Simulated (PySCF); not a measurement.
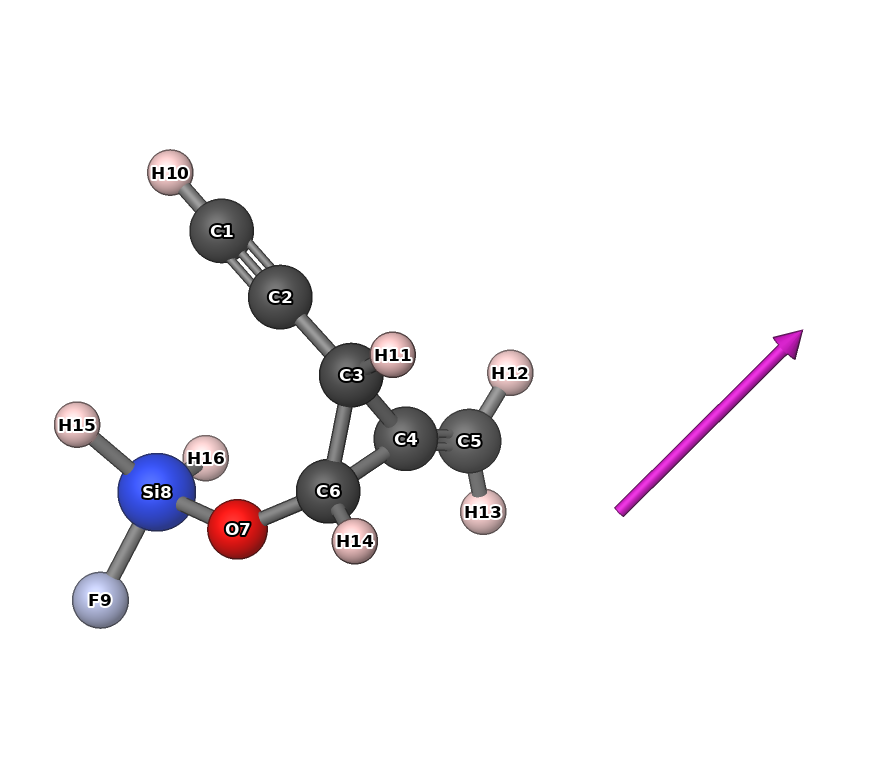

The arrow beside the molecule shows the direction of the dipole moment, from the negative to the positive end (its length means nothing). The geometry was computed by an optimisation with GFN2-xTB. No frequency run is at hand to confirm it as a minimum. Level of theory: ωB97X-D/def2-SVPD, gas phase (PySCF 2.14.0).

Question: How large is the dipole moment?

Answer: 2.91 D; it points from the side of F9 to the side of H12 (the outermost atoms at the two ends).

The geometry is semi-empirical. Around Si such bond lengths and angles can be off by a tenth of an ångström or more and by several degrees, and values that hang on the shape move with them.
